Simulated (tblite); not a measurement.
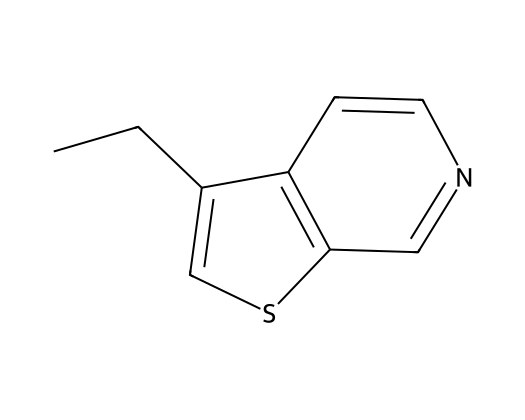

Simulated data, not a measurement (program: tblite).

2D structure.

**Write the SMILES.**

CCc1csc2cnccc12

**What is the molecular formula?**

C9H9NS.

**An optimisation with GFN2-xTB gave a structure of which point group?**

C1. Other conformers may differ.
